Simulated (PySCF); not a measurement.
Vertical excitations of a molecule C4H5BO2 from TDDFT-M06-2X/def2-SVPD (PySCF), as energy in eV (oscillator strength): 4.67 (0.215), 5.85 (0.000), 5.87 (0.001), 6.63 (0.009), 6.79 (0.192), 6.88 (0.017), 7.01 (0.110), 7.48 (0.000), 7.73 (0.008), 7.77 (0.001). Lowest triplet (TDA): 2.94 eV. Geometry: B3LYP-D3(BJ)/def2-SVP. The values are those of a single conformer.

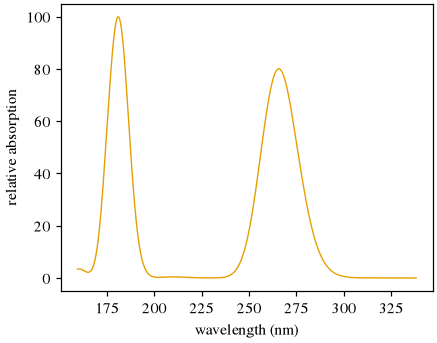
Figure. The lines broadened by 0.4 eV.

Question: Which molecule gave these data?
A. O=CB1CC=CO1
B. C=C1B(O)CC1=O
C. C=C1C=COB1O
D. C#C[C@H]1CB(O)O1

Answer: C, C=C1C=COB1O
